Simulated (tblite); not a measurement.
**C4H10O4Si: geometry relaxation (part 2 of 4)**

Continued. System: C4H10O4Si. Method: GFN2-xTB geometry optimisation, gas phase (tblite 0.8.0). It belongs to a series of runs on one base structure; here: Si replaced by C.

Geometry of the input (Å):
```
C  3.2393  0.0789  0.9057
O  2.6679  1.1054  0.0825
Si 2.0853  0.6688  -1.3946
O  0.6923  -0.2117  -1.2095
C  -0.4513  0.4255  -0.6540
C  -1.6205  -0.5394  -0.4724
O  -1.6030  -1.7358  -0.7112
O  -2.6866  0.1517  0.0239
C  -3.8405  -0.6709  0.2392
H  4.0921  -0.3870  0.4279
H  3.5716  0.5403  1.8366
H  2.4793  -0.6807  1.1651
H  1.7435  1.8987  -2.1520
H  3.0933  -0.1275  -2.1258
H  -0.7910  1.2246  -1.3436
H  -0.2207  0.8513  0.3368
H  -3.6311  -1.4393  0.9843
H  -4.6449  -0.0336  0.6249
H  -4.1848  -1.1100  -0.6966
```

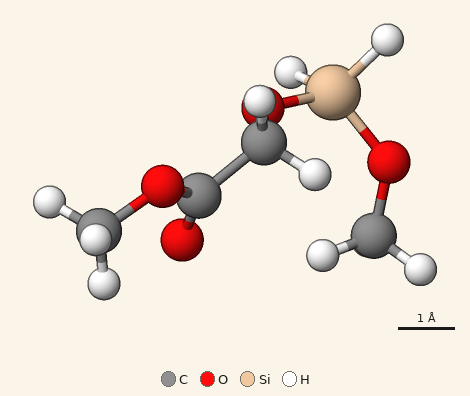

Fig. 1: The geometry at step 96 of the log (ball-and-stick view, seen at a tilt).

Trajectory as extended XYZ, continued:
```
19
Properties=species:S:1:pos:R:3:forces:R:3 step=51 energy=-864.06169
C     3.2567    0.0842    0.9507   -0.0020   0.0010  -0.0090
O     2.8479    0.9290   -0.0874   -0.0040   0.0080  -0.0030
Si    2.0807    0.6202   -1.4829   -0.0140  -0.0190   0.0180
O     0.5739    0.0238   -1.3216   -0.0070   0.0050  -0.0060
C    -0.5099    0.5659   -0.6495    0.0160   0.0170   0.0050
C    -1.6040   -0.4746   -0.4637    0.0140   0.0050  -0.0410
O    -1.4990   -1.6510   -0.6588    0.0050   0.0010   0.0220
O    -2.7268    0.1152   -0.0271    0.0200  -0.0180   0.0150
C    -3.8250   -0.7576    0.2164   -0.0070  -0.0030  -0.0010
H     4.1541   -0.4658    0.6566   -0.0070   0.0070   0.0030
H     3.4860    0.7079    1.8169    0.0020  -0.0210   0.0030
H     2.4791   -0.6358    1.2172   -0.0100   0.0180  -0.0130
H     2.1106    1.9784   -2.0050    0.0120  -0.0080   0.0020
H     2.6180   -0.4700   -2.2749    0.0180  -0.0020  -0.0130
H    -0.9238    1.4174   -1.2039   -0.0270  -0.0090   0.0020
H    -0.2242    0.9276    0.3477    0.0010   0.0130   0.0170
H    -3.5428   -1.5280    0.9366   -0.0060  -0.0030  -0.0060
H    -4.6248   -0.1380    0.6116   -0.0040   0.0180   0.0050
H    -4.1364   -1.2394   -0.7119   -0.0010  -0.0110  -0.0020
19
Properties=species:S:1:pos:R:3:forces:R:3 step=58 energy=-864.06295
C     3.2482    0.0825    0.9450   -0.0050  -0.0040   0.0010
O     2.8501    0.9367   -0.0894    0.0030  -0.0040   0.0000
Si    2.0836    0.6195   -1.4840    0.0090   0.0040  -0.0040
O     0.5697    0.0435   -1.3224    0.0090   0.0000  -0.0090
C    -0.5133    0.5785   -0.6441    0.0050   0.0030  -0.0010
C    -1.5980   -0.4714   -0.4542   -0.0010  -0.0020   0.0040
O    -1.4848   -1.6484   -0.6405    0.0160   0.0040   0.0050
O    -2.7248    0.1130   -0.0209   -0.0100  -0.0190   0.0000
C    -3.8223   -0.7634    0.2146   -0.0040  -0.0100   0.0020
H     4.1422   -0.4723    0.6503   -0.0100  -0.0050   0.0040
H     3.4799    0.6945    1.8185   -0.0040   0.0000  -0.0030
H     2.4613   -0.6306    1.2005   -0.0010  -0.0070   0.0060
H     2.1448    1.9701   -2.0211   -0.0130   0.0060  -0.0050
H     2.6175   -0.4819   -2.2647   -0.0040   0.0040   0.0030
H    -0.9422    1.4233   -1.1972    0.0010   0.0030   0.0010
H    -0.2275    0.9431    0.3525    0.0100   0.0110  -0.0040
H    -3.5419   -1.5364    0.9328   -0.0050   0.0070   0.0030
H    -4.6255   -0.1460    0.6081    0.0100  -0.0010  -0.0080
H    -4.1266   -1.2451   -0.7167   -0.0050   0.0100   0.0060
19
Properties=species:S:1:pos:R:3:forces:R:3 step=64 energy=-864.06350
C     3.2404    0.0782    0.9433   -0.0060  -0.0030   0.0020
O     2.8522    0.9364   -0.0919   -0.0020  -0.0050  -0.0010
Si    2.0861    0.6219   -1.4875   -0.0030   0.0020  -0.0030
O     0.5680    0.0575   -1.3269   -0.0070   0.0010  -0.0010
C    -0.5126    0.5895   -0.6417   -0.0050   0.0010  -0.0020
C    -1.5900   -0.4684   -0.4459    0.0060  -0.0040   0.0050
O    -1.4628   -1.6447   -0.6271   -0.0020  -0.0110   0.0100
O    -2.7238    0.1067   -0.0191    0.0100   0.0140  -0.0080
C    -3.8212   -0.7705    0.2139    0.0090   0.0120  -0.0030
H     4.1314   -0.4826    0.6515    0.0020  -0.0030   0.0010
H     3.4724    0.6877    1.8184   -0.0020   0.0010  -0.0030
H     2.4492   -0.6312    1.1957   -0.0120   0.0000   0.0010
H     2.1532    1.9692   -2.0335   -0.0020  -0.0020   0.0080
H     2.6136   -0.4890   -2.2593   -0.0030   0.0100  -0.0030
H    -0.9506    1.4307   -1.1932    0.0050   0.0040  -0.0100
H    -0.2209    0.9597    0.3511    0.0040  -0.0040   0.0000
H    -3.5439   -1.5425    0.9340   -0.0040   0.0000  -0.0030
H    -4.6236   -0.1497    0.6033   -0.0010  -0.0060   0.0100
H    -4.1269   -1.2495   -0.7180    0.0110  -0.0080   0.0000
19
Properties=species:S:1:pos:R:3:forces:R:3 step=71 energy=-864.06403
C     3.2291    0.0705    0.9428   -0.0120   0.0080   0.0050
O     2.8545    0.9281   -0.0973    0.0040   0.0130  -0.0030
Si    2.0860    0.6229   -1.4929   -0.0020   0.0050  -0.0060
O     0.5627    0.0740   -1.3366   -0.0100  -0.0090  -0.0010
C    -0.5130    0.6033   -0.6422   -0.0020  -0.0120  -0.0020
C    -1.5807   -0.4634   -0.4353    0.0010   0.0100  -0.0010
O    -1.4399   -1.6410   -0.5984   -0.0010   0.0060   0.0130
O    -2.7220    0.1063   -0.0230    0.0080   0.0250   0.0090
C    -3.8146   -0.7756    0.2115   -0.0010  -0.0030   0.0050
H     4.1183   -0.4977    0.6597   -0.0110  -0.0070   0.0000
H     3.4598    0.6831    1.8160    0.0030  -0.0040   0.0100
H     2.4288   -0.6296    1.1928    0.0020  -0.0110   0.0020
H     2.1652    1.9694   -2.0378    0.0040   0.0100   0.0050
H     2.6013   -0.4927   -2.2640    0.0100  -0.0050  -0.0190
H    -0.9581    1.4426   -1.1919   -0.0010  -0.0160   0.0060
H    -0.2130    0.9747    0.3480   -0.0030  -0.0020  -0.0070
H    -3.5389   -1.5460    0.9325    0.0400  -0.0200   0.0170
H    -4.6208   -0.1617    0.6030   -0.0130   0.0210  -0.0130
H    -4.1145   -1.2579   -0.7197   -0.0150  -0.0100  -0.0190
19
Properties=species:S:1:pos:R:3:forces:R:3 step=77 energy=-864.06772
C     3.1347    0.0272    0.9386    0.0050  -0.0020  -0.0090
O     2.8342    0.9075   -0.1083   -0.0080  -0.0130  -0.0050
Si    2.0844    0.6455   -1.5235    0.0140  -0.0100   0.0030
O     0.5484    0.1179   -1.4018    0.0480   0.0100   0.0190
C    -0.5000    0.6406   -0.6618    0.0290   0.0190   0.0150
C    -1.5192   -0.4458   -0.3582   -0.0070   0.0360   0.0040
O    -1.3135   -1.6247   -0.3791   -0.0280  -0.0430  -0.0070
O    -2.6947    0.1107   -0.0382   -0.0280  -0.0250  -0.0310
C    -3.7680   -0.7925    0.2074    0.0070  -0.0030  -0.0100
H     3.9940   -0.5964    0.6781   -0.0200   0.0240  -0.0210
H     3.3840    0.6257    1.8170   -0.0190  -0.0180   0.0020
H     2.2892   -0.6258    1.1673   -0.0030   0.0090   0.0120
H     2.1838    2.0026   -2.0383    0.0200   0.0090   0.0130
H     2.5988   -0.4561   -2.3158    0.0000  -0.0010  -0.0150
H    -0.9950    1.4514   -1.2095   -0.0150  -0.0070  -0.0010
H    -0.1606    1.0453    0.3018    0.0420   0.0270  -0.0050
H    -3.4743   -1.5509    0.9377   -0.0150   0.0530  -0.0280
H    -4.5901   -0.1861    0.5806    0.0140  -0.0490   0.0020
H    -4.0458   -1.2870   -0.7266   -0.0360  -0.0170   0.0610
19
Properties=species:S:1:pos:R:3:forces:R:3 step=84 energy=-864.07464
C     3.0249   -0.0260    0.9289   -0.0200   0.0090   0.0110
O     2.8208    0.8660   -0.1300    0.0060   0.0310  -0.0060
Si    2.0915    0.6532   -1.5624    0.0100   0.0110   0.0040
O     0.5317    0.2002   -1.4543   -0.0590  -0.0620   0.0020
C    -0.4814    0.7145   -0.6574   -0.0250   0.0140  -0.0050
C    -1.4567   -0.3931   -0.2695    0.0330  -0.0750  -0.0240
O    -1.1823   -1.5538   -0.1401    0.0090   0.1410   0.0030
O    -2.6856    0.1109   -0.0942    0.0520  -0.0310  -0.0440
C    -3.7136   -0.8323    0.1910    0.0130  -0.0090   0.0040
H     3.8500   -0.7021    0.6952   -0.0140  -0.0270   0.0100
H     3.2809    0.5580    1.8145    0.0140   0.0060   0.0070
H     2.1280   -0.6149    1.1349    0.0140  -0.0310  -0.0230
H     2.2551    2.0144   -2.0496    0.0290   0.0050  -0.0040
H     2.5649   -0.4544   -2.3754   -0.0160   0.0270   0.0200
H    -1.0407    1.4860   -1.1991    0.0070   0.0290  -0.0170
H    -0.0801    1.1692    0.2594   -0.0400  -0.0510   0.0130
H    -3.3717   -1.5537    0.9338    0.0070  -0.0100   0.0370
H    -4.5620   -0.2649    0.5626   -0.0040   0.0230   0.0070
H    -3.9836   -1.3679   -0.7212   -0.0160  -0.0030   0.0050
19
Properties=species:S:1:pos:R:3:forces:R:3 step=90 energy=-864.08352
C     2.9367   -0.0667    0.9183   -0.0400  -0.0080   0.0300
O     2.8075    0.8370   -0.1437    0.0060   0.0000   0.0210
Si    2.0830    0.6612   -1.5834    0.0700   0.0220   0.0100
O     0.5117    0.2448   -1.4885   -0.0740   0.0700  -0.0120
C    -0.4722    0.7782   -0.6649   -0.0590  -0.0510   0.0410
C    -1.4053   -0.3413   -0.2131    0.0040  -0.2270  -0.0240
O    -1.0645   -1.4637    0.0483   -0.0240   0.2430  -0.0090
O    -2.6694    0.0917   -0.1555    0.0760   0.0420  -0.0070
C    -3.6626   -0.8705    0.1811   -0.0070   0.0230  -0.0140
H     3.7282   -0.7884    0.7103    0.0310  -0.0160  -0.0370
H     3.2018    0.5016    1.8117   -0.0140   0.0040   0.0040
H     2.0073   -0.6131    1.0964   -0.0010   0.0060  -0.0080
H     2.3061    2.0183   -2.0586   -0.0050   0.0060   0.0010
H     2.5288   -0.4485   -2.4037    0.0050  -0.0270  -0.0210
H    -1.0626    1.5357   -1.1960    0.0620  -0.0360  -0.0080
H    -0.0367    1.2427    0.2305   -0.0230   0.0010  -0.0030
H    -3.2904   -1.5570    0.9400    0.0490  -0.0400   0.0430
H    -4.5222   -0.3198    0.5493   -0.0350   0.0630   0.0290
H    -3.9350   -1.4330   -0.7113   -0.0210  -0.0730  -0.0370
19
Properties=species:S:1:pos:R:3:forces:R:3 step=96 energy=-864.09834
C     2.8136   -0.1216    0.9042   -0.0070  -0.0350   0.0100
O     2.7840    0.8003   -0.1507    0.0010  -0.0050   0.0150
Si    2.0815    0.6805   -1.6060    0.0860  -0.0100   0.0100
O     0.4950    0.3118   -1.5344   -0.0220   0.0740  -0.0490
C    -0.4603    0.8432   -0.6743    0.0010  -0.0280   0.0270
C    -1.3407   -0.2878   -0.1506    0.0570  -0.2110   0.0700
O    -0.9266   -1.3253    0.2980   -0.1600   0.3010  -0.0940
O    -2.6308    0.0412   -0.2543    0.0870  -0.0680   0.0100
C    -3.5953   -0.9174    0.1693   -0.0090  -0.0010   0.0110
H     3.5594   -0.8947    0.7105    0.0360  -0.0020  -0.0220
H     3.0892    0.4186    1.8120   -0.0360  -0.0170  -0.0010
H     1.8442   -0.6066    1.0385   -0.0130   0.0140   0.0250
H     2.3872    2.0321   -2.0480   -0.0510   0.0210  -0.0110
H     2.4909   -0.4240   -2.4517    0.0140  -0.0420  -0.0200
H    -1.0852    1.5748   -1.1990    0.0190  -0.0180  -0.0010
H     0.0138    1.3302    0.1884   -0.0490   0.0220   0.0010
H    -3.1827   -1.5495    0.9562    0.0350  -0.0230  -0.0040
H    -4.4524   -0.3600    0.5377   -0.0280   0.0360   0.0170
H    -3.8944   -1.5364   -0.6786    0.0380  -0.0080   0.0050
19
Properties=species:S:1:pos:R:3:forces:R:3 step=103 energy=-864.11158
C     2.6950   -0.1853    0.8870    0.0090   0.0050  -0.0010
O     2.7554    0.7628   -0.1467    0.0050  -0.0280  -0.0100
Si    2.0898    0.6879   -1.6216   -0.0440   0.0160   0.0160
O     0.4830    0.3954   -1.5753   -0.0130   0.0190   0.0330
C    -0.4483    0.9208   -0.6826   -0.0260   0.0050   0.0080
C    -1.2882   -0.2159   -0.1029   -0.0520  -0.0330  -0.0230
O    -0.8382   -1.1439    0.5148   -0.0400   0.0880  -0.0410
O    -2.5830   -0.0263   -0.3601    0.0750  -0.0430   0.1050
C    -3.5155   -0.9712    0.1630    0.0200  -0.0070  -0.0240
H     3.4055   -0.9921    0.6940   -0.0100   0.0000   0.0190
H     2.9678    0.3202    1.8147   -0.0040  -0.0170   0.0120
H     1.6934   -0.6110    0.9811    0.0170  -0.0140   0.0030
H     2.4288    2.0345   -2.0549    0.0050   0.0050   0.0090
H     2.4656   -0.4281   -2.4711    0.0130  -0.0080  -0.0010
H    -1.0956    1.6354   -1.2026   -0.0350  -0.0350   0.0100
H     0.0350    1.4254    0.1664    0.0300   0.0030  -0.0890
H    -3.0559   -1.5503    0.9677   -0.0060   0.0440  -0.0400
H    -4.3699   -0.4046    0.5313    0.0250  -0.0200   0.0070
H    -3.8345   -1.6444   -0.6349    0.0320   0.0200   0.0050
19
Properties=species:S:1:pos:R:3:forces:R:3 step=109 energy=-864.11833
C     2.6511   -0.2185    0.8853   -0.0200  -0.0150   0.0070
O     2.7488    0.7171   -0.1586   -0.0190   0.0100   0.0430
Si    2.0732    0.6818   -1.6308    0.0280  -0.0220   0.0330
O     0.4578    0.4368   -1.5950   -0.0120  -0.0360  -0.0710
C    -0.4572    0.9667   -0.6885    0.0400   0.0320  -0.0140
C    -1.2700   -0.1700   -0.0771    0.0000   0.1080   0.0150
O    -0.8035   -1.0562    0.5857    0.0240  -0.0680   0.0120
O    -2.5613   -0.0264   -0.3605    0.0070  -0.0030   0.0040
C    -3.4679   -0.9947    0.1570   -0.0010   0.0020   0.0220
H     3.3477   -1.0419    0.7168    0.0100  -0.0110  -0.0200
H     2.9169    0.2833    1.8183   -0.0120   0.0230  -0.0460
H     1.6399   -0.6239    0.9649    0.0190  -0.0050   0.0050
H     2.4284    2.0281   -2.0554    0.0250  -0.0220   0.0220
H     2.4494   -0.4409   -2.4757   -0.0490   0.0340  -0.0030
H    -1.1337    1.6626   -1.1956    0.0130  -0.0130  -0.0470
H     0.0574    1.4891    0.1264   -0.0290   0.0350   0.0350
H    -2.9893   -1.5543    0.9612    0.0050  -0.0450   0.0170
H    -4.3355   -0.4551    0.5323   -0.0240  -0.0100  -0.0210
H    -3.7620   -1.6744   -0.6436   -0.0050   0.0060   0.0070
19
Properties=species:S:1:pos:R:3:forces:R:3 step=116 energy=-864.12505
C     2.6043   -0.2558    0.8826   -0.0170  -0.0050   0.0120
O     2.7371    0.6663   -0.1675   -0.0580  -0.0070  -0.0120
Si    2.0511    0.6601   -1.6330    0.0390  -0.0120  -0.0050
O     0.4235    0.5001   -1.6178    0.0200  -0.0180   0.0240
C    -0.4667    1.0416   -0.6917    0.0000  -0.0150  -0.0090
C    -1.2487   -0.0970   -0.0416    0.0250  -0.0620   0.0120
O    -0.7566   -0.9503    0.6489    0.0020   0.0380  -0.0270
O    -2.5389   -0.0227   -0.3511   -0.0240  -0.0060   0.0020
C    -3.4092   -1.0323    0.1534   -0.0040  -0.0050   0.0200
H     3.2902   -1.0926    0.7368    0.0280   0.0130  -0.0010
H     2.8571    0.2639    1.8077    0.0130  -0.0330   0.0300
H     1.5868   -0.6444    0.9465   -0.0070  -0.0070   0.0280
H     2.4878    1.9852   -2.0402    0.0060   0.0310  -0.0280
H     2.3685   -0.4733   -2.4847   -0.0300   0.0020  -0.0240
H    -1.1658    1.7123   -1.1989   -0.0120   0.0310  -0.0420
H     0.0641    1.5872    0.0961   -0.0170   0.0290   0.0260
H    -2.9150   -1.5875    0.9515    0.0100   0.0080   0.0280
H    -4.3047   -0.5369    0.5240    0.0050   0.0170   0.0180
H    -3.6747   -1.7146   -0.6538    0.0200   0.0000  -0.0510
19
Properties=species:S:1:pos:R:3:forces:R:3 step=122 energy=-864.12831
C     2.5893   -0.2704    0.8906    0.0040  -0.0070   0.0040
O     2.7159    0.6485   -0.1634    0.0130   0.0070  -0.0020
Si    2.0483    0.6537   -1.6360   -0.0150   0.0080   0.0100
O     0.4196    0.5084   -1.6194   -0.0110   0.0020   0.0040
C    -0.4704    1.0619   -0.7002   -0.0150  -0.0020   0.0010
C    -1.2429   -0.0756   -0.0345   -0.0040   0.0110  -0.0190
O    -0.7401   -0.9153    0.6638    0.0110  -0.0120   0.0000
O    -2.5345   -0.0187   -0.3417   -0.0040   0.0220  -0.0040
C    -3.3914   -1.0431    0.1567    0.0080   0.0060  -0.0100
H     3.2812   -1.1023    0.7459    0.0090  -0.0120  -0.0150
H     2.8457    0.2489    1.8153    0.0010   0.0000   0.0100
H     1.5731   -0.6611    0.9604    0.0000  -0.0120   0.0150
H     2.4999    1.9767   -2.0407    0.0020  -0.0020   0.0010
H     2.3353   -0.4708   -2.5108    0.0060  -0.0020   0.0090
H    -1.1695    1.7247   -1.2204   -0.0070  -0.0080  -0.0020
H     0.0569    1.6213    0.0821   -0.0170   0.0040  -0.0150
H    -2.8921   -1.5942    0.9550    0.0050   0.0040   0.0060
H    -4.2961   -0.5630    0.5267    0.0190   0.0040   0.0000
H    -3.6381   -1.7201   -0.6620   -0.0050  -0.0130   0.0060
19
Properties=species:S:1:pos:R:3:forces:R:3 step=129 energy=-864.12953
C     2.5885   -0.2815    0.8924    0.0010  -0.0010   0.0070
O     2.7088    0.6478   -0.1540   -0.0190   0.0090   0.0090
Si    2.0430    0.6522   -1.6270   -0.0080   0.0110  -0.0200
O     0.4136    0.5172   -1.6189    0.0080   0.0280   0.0030
C    -0.4801    1.0765   -0.7072   -0.0110   0.0080  -0.0080
C    -1.2425   -0.0628   -0.0366    0.0020   0.0210  -0.0020
O    -0.7322   -0.8997    0.6594    0.0060  -0.0170   0.0020
O    -2.5348   -0.0127   -0.3400    0.0080  -0.0070  -0.0200
C    -3.3790   -1.0467    0.1570   -0.0100   0.0060   0.0040
H     3.2826   -1.1085    0.7307   -0.0010  -0.0110   0.0240
H     2.8441    0.2304    1.8213    0.0400  -0.0040   0.0070
H     1.5738   -0.6759    0.9694    0.0060  -0.0060  -0.0300
H     2.5024    1.9696   -2.0444   -0.0010  -0.0170   0.0220
H     2.3264   -0.4805   -2.4927    0.0070   0.0020   0.0050
H    -1.1845    1.7270   -1.2357   -0.0020  -0.0040  -0.0050
H     0.0388    1.6496    0.0709    0.0000  -0.0070  -0.0270
H    -2.8738   -1.5931    0.9544    0.0090   0.0040   0.0190
H    -4.2848   -0.5716    0.5278   -0.0270  -0.0140   0.0120
H    -3.6199   -1.7281   -0.6596   -0.0100   0.0010  -0.0040
19
Properties=species:S:1:pos:R:3:forces:R:3 step=135 energy=-864.13256
C     2.6141   -0.3040    0.9110   -0.0010  -0.0010  -0.0110
O     2.6906    0.6343   -0.1314    0.0050  -0.0130   0.0110
Si    2.0325    0.6498   -1.6078    0.0230  -0.0130   0.0170
O     0.4018    0.5620   -1.6376    0.0170  -0.0140  -0.0360
C    -0.5140    1.1035   -0.7405    0.0180  -0.0010  -0.0210
C    -1.2451   -0.0499   -0.0615   -0.0110  -0.0330   0.0080
O    -0.7137   -0.8904    0.6150   -0.0180   0.0510  -0.0210
O    -2.5431   -0.0105   -0.3445   -0.0030  -0.0030   0.0300
C    -3.3722   -1.0486    0.1691   -0.0040  -0.0090   0.0090
H     3.3184   -1.1200    0.7321   -0.0050   0.0150  -0.0120
H     2.8861    0.2050    1.8382   -0.0060  -0.0090  -0.0280
H     1.6083   -0.7169    1.0020   -0.0080   0.0020   0.0120
H     2.5261    1.9552   -2.0170    0.0100   0.0260   0.0100
H     2.3017   -0.4864   -2.4736    0.0150  -0.0020   0.0080
H    -1.2374    1.7191   -1.2842   -0.0030   0.0160  -0.0050
H    -0.0176    1.7067    0.0278   -0.0030   0.0060   0.0190
H    -2.8532   -1.5804    0.9693   -0.0190   0.0090  -0.0190
H    -4.2816   -0.5803    0.5418   -0.0020  -0.0190   0.0060
H    -3.6114   -1.7391   -0.6411   -0.0050  -0.0070   0.0250
```
